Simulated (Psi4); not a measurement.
# P$_{2}$: geometry relaxation (part 2 of 2)

P$_{2}$ (diphosphorus); HF/def2-SVP, RHF (Psi4 1.11). 

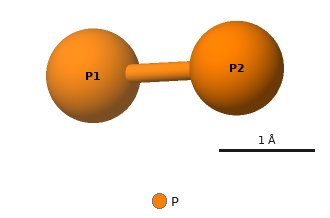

Fig. 1: The geometry at step 1 of the log (ball-and-stick view, seen at an oblique angle; atoms are numbered from 1 in the order of the input).

### Output, continued
```
  @DF-RHF Final Energy:  -681.24638446211702

   => Energetics <=

    Nuclear Repulsion Energy =             64.0190734269763482
    One-Electron Energy =               -1070.5739575267014061
    Two-Electron Energy =                 325.3084996376081222
    Total Energy =                       -681.2463844621170210

Computation Completed

Properties will be evaluated at   0.000000,   0.000000,   0.000000 [a0]

Properties computed using the SCF density matrix

 Multipole Moments:

 ------------------------------------------------------------------------------------
     Multipole            Electronic (a.u.)      Nuclear  (a.u.)        Total (a.u.)
 ------------------------------------------------------------------------------------

 L = 1.  Multiply by 2.5417464519 to convert [e a0] to [Debye]
 Dipole X            :         -0.0000000            0.0000000           -0.0000000
 Dipole Y            :          0.0000000            0.0000000            0.0000000
 Dipole Z            :         -0.0000000            0.0000000           -0.0000000
 Magnitude           :                                                    0.0000000

 ------------------------------------------------------------------------------------

	total time  =          0 seconds =       0.00 minutes

         ------------------------------------------------------------
                                   SCF GRAD
         ------------------------------------------------------------

  ==> Geometry <==

    Molecular point group: c1
    Full point group: D_inf_h

    Geometry (in Angstrom), charge = 0, multiplicity = 1:

       Center              X                  Y                   Z               Mass
    ------------   -----------------  -----------------  -----------------  -----------------
         P            0.000000000000     0.000000000000    -0.929917179577    30.973761998420
         P            0.000000000000     0.000000000000     0.929917179577    30.973761998420

  Nuclear repulsion =   64.019073426976348

   => Auxiliary Basis Set <=

  Basis Set: (DEF2-SVP AUX)
    Blend: DEF2-UNIVERSAL-JKFIT
    Number of shells: 76
    Number of basis functions: 256
    Number of Cartesian functions: 310
    Spherical Harmonics?: true
    Max angular momentum: 4

  -Total Gradient:
     Atom            X                  Y                   Z
    ------   -----------------  -----------------  -----------------
       1        0.000000000000    -0.000000000000    -0.002946829860
       2       -0.000000000000     0.000000000000     0.002946829860

	total time  =          0 seconds =       0.00 minutes

    			-----------------------------------------

    			 OPTKING 3.0: for geometry optimizations

    			        with contributions from

    			-----------------------------------------

	                            ===> Fragment 1 <==

	 Z (Atomic Numbers)          Masses                          Geom
	      15.000000            30.973762          0.00000000  0.00000000 -1.75728879
	      15.000000            30.973762          0.00000000  0.00000000  1.75728879

	 - Coordinate -           - BOHR/RAD -       - ANG/DEG -
	 R(1,2)           =         3.514578           1.859834

	        --- Internal Coordinate Step in ANG or DEG, aJ/ANG or AJ/DEG ---
	-------------------------------------------------------------------------------
	           Coordinate      Previous         Force          Change          New
	           ----------      --------        ------          ------        ------
	               R(1,2)       1.85983       -0.02428       -0.00340       1.85644
	-------------------------------------------------------------------------------

	                                 ==> Convergence Check <==

	Measures of convergence in internal coordinates in au.

	Criteria marked as inactive (o), active & met (*), and active & unmet ( ).

	----------------------------------------------------------------------------------------------
	   Step    Total Energy     Delta E     Max Force     RMS Force      Max Disp      RMS Disp
	----------------------------------------------------------------------------------------------
	  Convergence Criteria     1.00e-06 *    3.00e-04 *             o    1.20e-03 *             o
	----------------------------------------------------------------------------------------------
	     2    -681.24638446   -1.13e-03      2.95e-03      2.95e-03 o    6.42e-03      6.42e-03 o  ~
	----------------------------------------------------------------------------------------------

Next Geometry in Ang
	Fragment 1 (Ang)

	    P   0.0000000000   0.0000000000  -0.9282193264
	    P   0.0000000000   0.0000000000   0.9282193264

    Structure for next step:
    Molecular point group: c1
    Full point group: D_inf_h

    Geometry (in Angstrom), charge = 0, multiplicity = 1:

    P            0.000000000000     0.000000000000    -0.928219326371
    P            0.000000000000     0.000000000000     0.928219326371

gradient() will perform analytic gradient computation.

  ==> Geometry <==

    Molecular point group: c1
    Full point group: D_inf_h

    Geometry (in Angstrom), charge = 0, multiplicity = 1:

       Center              X                  Y                   Z               Mass
    ------------   -----------------  -----------------  -----------------  -----------------
         P            0.000000000000     0.000000000000    -0.928219326371    30.973761998420
         P            0.000000000000     0.000000000000     0.928219326371    30.973761998420

  Running in c1 symmetry.

  Rotational constants: A = ************  B =      0.31584  C =      0.31584 [cm^-1]
  Rotational constants: A = ************  B =   9468.73656  C =   9468.73656 [MHz]
  Nuclear repulsion =   64.136173972102355

  Charge       = 0
  Multiplicity = 1
  Electrons    = 30
  Nalpha       = 15
  Nbeta        = 15

   => Auxiliary Basis Set <=

  Basis Set: (DEF2-SVP AUX)
    Blend: DEF2-UNIVERSAL-JKFIT
    Number of shells: 76
    Number of basis functions: 256
    Number of Cartesian functions: 310
    Spherical Harmonics?: true
    Max angular momentum: 4

  Minimum eigenvalue in the overlap matrix is 1.4374785937E-02.
  Reciprocal condition number of the overlap matrix is 4.2990641446E-03.
    Using symmetric orthogonalization.

  ==> Iterations <==

                           Total Energy        Delta E     RMS |[F,P]|

   @DF-RHF iter   0:  -681.24877047126756   -6.81249e+02   2.63394e-04
   @DF-RHF iter   1:  -681.24639251319968    2.37796e-03   2.45100e-05 DIIS
   @DF-RHF iter   2:  -681.24639311698752   -6.03788e-07   7.30088e-06 DIIS
   @DF-RHF iter   3:  -681.24639316019500   -4.32075e-08   9.01976e-07 DIIS
   @DF-RHF iter   4:  -681.24639316158095   -1.38596e-09   1.58245e-07 DIIS
   @DF-RHF iter   5:  -681.24639316162757   -4.66116e-11   1.38789e-08 DIIS
   @DF-RHF iter   6:  -681.24639316162734    2.27374e-13   2.82238e-09 DIIS
  Energy and wave function converged.

  ==> Post-Iterations <==

    Orbital Energies [Eh]
    ---------------------

    Doubly Occupied:

       1A    -79.934846     2A    -79.934662     3A     -7.509054
       4A     -7.508238     5A     -5.406533     6A     -5.404489
       7A     -5.404489     8A     -5.404182     9A     -5.404182
      10A     -5.403728    11A     -0.910073    12A     -0.596208
      13A     -0.405131    14A     -0.375226    15A     -0.375226

    Virtual:

      16A      0.037314    17A      0.037314    18A      0.265277
      19A      0.332826    20A      0.459553    21A      0.553885
      22A      0.585112    23A      0.585112    24A      0.705477
      25A      0.705477    26A      0.772831    27A      0.772831
      28A      0.806390    29A      0.806390    30A      0.860080
      31A      0.860080    32A      0.904273    33A      1.078273
      34A      1.133330    35A      1.133330    36A      1.549561

    Final Occupation by Irrep:
              A
    DOCC [    15 ]
    NA   [    15 ]
    NB   [    15 ]

  @DF-RHF Final Energy:  -681.24639316162734

   => Energetics <=

    Nuclear Repulsion Energy =             64.1361739721023554
    One-Electron Energy =               -1070.8126030575642744
    Two-Electron Energy =                 325.4300359238345663
    Total Energy =                       -681.2463931616273385

Computation Completed

Properties will be evaluated at   0.000000,   0.000000,   0.000000 [a0]

Properties computed using the SCF density matrix

 Multipole Moments:

 ------------------------------------------------------------------------------------
     Multipole            Electronic (a.u.)      Nuclear  (a.u.)        Total (a.u.)
 ------------------------------------------------------------------------------------

 L = 1.  Multiply by 2.5417464519 to convert [e a0] to [Debye]
 Dipole X            :         -0.0000000            0.0000000           -0.0000000
 Dipole Y            :         -0.0000000            0.0000000           -0.0000000
 Dipole Z            :          0.0000000            0.0000000            0.0000000
 Magnitude           :                                                    0.0000000

 ------------------------------------------------------------------------------------

	total time  =          0 seconds =       0.00 minutes

         ------------------------------------------------------------
                                   SCF GRAD
         ------------------------------------------------------------

  ==> Geometry <==

    Molecular point group: c1
    Full point group: D_inf_h

    Geometry (in Angstrom), charge = 0, multiplicity = 1:

       Center              X                  Y                   Z               Mass
    ------------   -----------------  -----------------  -----------------  -----------------
         P            0.000000000000     0.000000000000    -0.928219326371    30.973761998420
         P            0.000000000000     0.000000000000     0.928219326371    30.973761998420

  Nuclear repulsion =   64.136173972102355

   => Auxiliary Basis Set <=

  Basis Set: (DEF2-SVP AUX)
    Blend: DEF2-UNIVERSAL-JKFIT
    Number of shells: 76
    Number of basis functions: 256
    Number of Cartesian functions: 310
    Spherical Harmonics?: true
    Max angular momentum: 4

  -Total Gradient:
     Atom            X                  Y                   Z
    ------   -----------------  -----------------  -----------------
       1        0.000000000000    -0.000000000000     0.000243291182
       2       -0.000000000000     0.000000000000    -0.000243291182

	total time  =          0 seconds =       0.00 minutes

    			-----------------------------------------

    			 OPTKING 3.0: for geometry optimizations

    			        with contributions from

    			-----------------------------------------

	                            ===> Fragment 1 <==

	 Z (Atomic Numbers)          Masses                          Geom
	      15.000000            30.973762          0.00000000  0.00000000 -1.75408031
	      15.000000            30.973762          0.00000000  0.00000000  1.75408031

	 - Coordinate -           - BOHR/RAD -       - ANG/DEG -
	 R(1,2)           =         3.508161           1.856439

	        --- Internal Coordinate Step in ANG or DEG, aJ/ANG or AJ/DEG ---
	-------------------------------------------------------------------------------
	           Coordinate      Previous         Force          Change          New
	           ----------      --------        ------          ------        ------
	               R(1,2)       1.85644        0.00200        0.00028       1.85672
	-------------------------------------------------------------------------------

	                                 ==> Convergence Check <==

	Measures of convergence in internal coordinates in au.

	Criteria marked as inactive (o), active & met (*), and active & unmet ( ).

	----------------------------------------------------------------------------------------------
	   Step    Total Energy     Delta E     Max Force     RMS Force      Max Disp      RMS Disp
	----------------------------------------------------------------------------------------------
	  Convergence Criteria     1.00e-06 *    3.00e-04 *             o    1.20e-03 *             o
	----------------------------------------------------------------------------------------------
	     3    -681.24639316   -8.70e-06      2.43e-04 *    2.43e-04 o    5.26e-04 *    5.26e-04 o  ~
	----------------------------------------------------------------------------------------------

Next Geometry in Ang
	Fragment 1 (Ang)

	    P   0.0000000000   0.0000000000  -0.9283584516
	    P   0.0000000000   0.0000000000   0.9283584516

    Final optimized geometry and variables:
    Molecular point group: c1
    Full point group: D_inf_h

    Geometry (in Angstrom), charge = 0, multiplicity = 1:

    P            0.000000000000     0.000000000000    -0.928219326371
    P            0.000000000000     0.000000000000     0.928219326371

    Psi4 run time: 0:00:01.31

[set-up sections that repeat, and orbital energies of the middle runs, are left out above]
```

### Trajectory as extended XYZ (Å, eV, eV/Å), 3 frames, from step=0 to step=2
```
2
Properties=species:S:1:pos:R:3:forces:R:3 step=0 energy=-18537.62766
P     0.0000    0.0000    0.0000    0.0000   0.0000   1.6493
P     0.0000    0.0000    1.8934    0.0000   0.0000  -1.6493
2
Properties=species:S:1:pos:R:3:forces:R:3 step=1 energy=-18537.65850
P     0.0000    0.0000    0.0168    0.0000   0.0000   0.1515
P     0.0000    0.0000    1.8766    0.0000   0.0000  -0.1515
2
Properties=species:S:1:pos:R:3:forces:R:3 step=2 energy=-18537.65873
P     0.0000    0.0000    0.0185    0.0000   0.0000  -0.0125
P     0.0000    0.0000    1.8749    0.0000   0.0000   0.0125
```

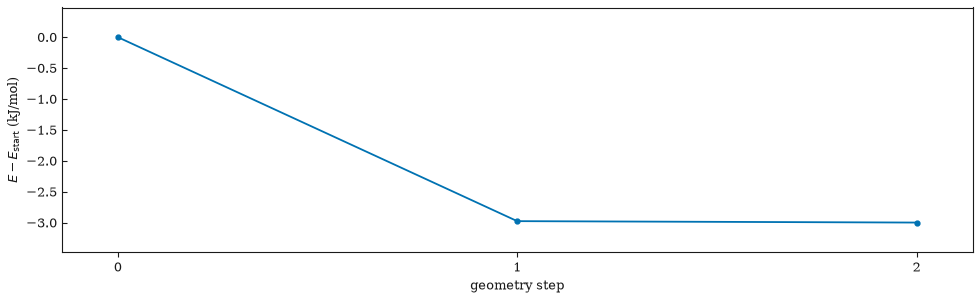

Fig. 2: Progress of the relaxation, step by step (steps are counted from 0).

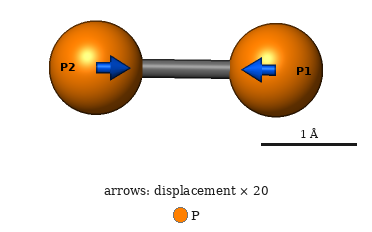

Fig. 3: The starting structure with the displacements as blue arrows, magnified 20 times (ball-and-stick view, seen at a tilt). The two geometries are laid on each other by the best rigid fit. After 2 geometry steps the energy has fallen by 3.00 kJ/mol. The largest force component goes from 1.6 to 0.013 eV/Å. The largest moves after the best rigid fit, 0.018 Å, are those of P1 and P2. Among the contacts that change: P1–P2 1.893 → 1.856 Å. (Atoms are counted from 1 in the order of the input.)

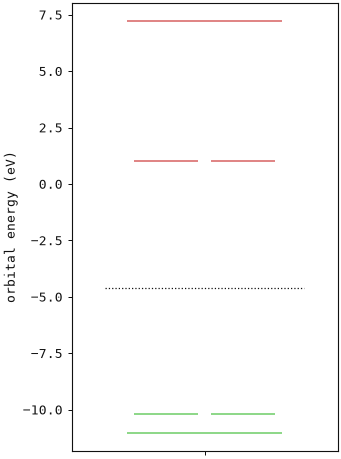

Fig. 4: Orbital energies near the frontier; the dotted line parts filled from empty levels, and levels within 0.02 eV of each other stand side by side. Highest filled −10.21 eV, lowest empty 1.02 eV, 11.23 eV apart.

This output came from the following input.

### Input (p2.dat)
```
memory 1.6 GB

molecule {
  0 1
  P      0.000000     0.000000     0.000000
  P      0.000000     0.000000     1.893400
  symmetry c1
}

set globals {
  basis def2-SVP
}

optimize('scf')
```

Launched with:
```bash
psi4 -n 1 p2.dat p2.out
```

### Results in brief

```tsv
quantity	value
outcome	converged
total energy	−681.246393 hartree
HOMO	−10.21 eV
LUMO	1.02 eV
dipole moment	0.00 D
hardware	1 thread of Intel Xeon (Granite Rapids), 12 GiB of memory available, shared host
wall time	2.2 s
peak memory	0.22 GiB
```
